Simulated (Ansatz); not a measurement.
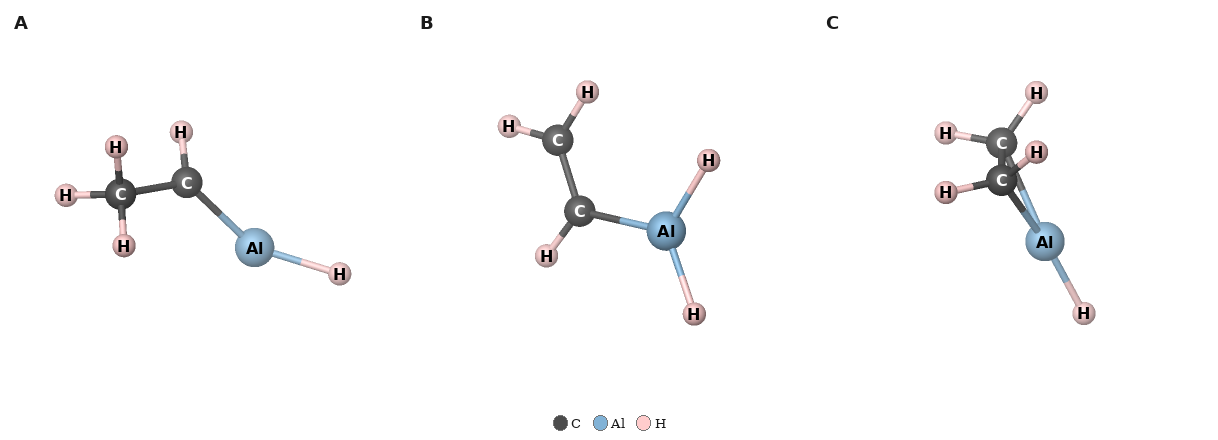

3 stationary structures of one formula. Geometries: PBE-D4/def2-SVP. Electronic energies: PBE-D4/def2-SVP (Ansatz 0.2.0), without zero-point energy. No frequency run is at hand to confirm each as a minimum. Each is one conformer, not always the lowest.

Which is lowest in energy, and by how much?

B is lowest (Cs); C lies 0.652 eV above it (C2v), A lies 1.214 eV above it.
